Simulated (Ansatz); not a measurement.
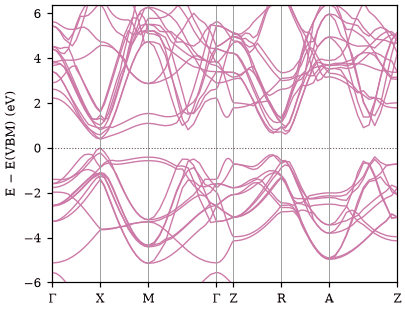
*Band structure from DFT-LDA in the program Ansatz with PAW potentials*

**Question.** Read off the gap and where the band edges lie.

**Answer.** About 0.4 eV (0.39 eV by a search for the band edges); maximum at X, minimum at X.

The material is GeTe$_{4}$Pb$_{3}$ in space group P4/mmm (No. 123; Pearson symbol tP8).

The workflow started from a Materials Project entry (that database holds measured and hypothetical structures alike); the Crystallography Open Database copy checked does not list it. With Ge and Pb taken as one species the cell has the higher symmetry Fm-3m, so it may be an ordered model of a mixed-site phase. Its standing as an ambient phase is unchecked. Symmetry was held in the LDA relaxation. At this level the phase is dynamically unstable (imaginary phonons). Scalar-relativistic: spin–orbit coupling is off unless named, which matters more the heavier the elements.

Potentials: the later of the program's two PAW sets.
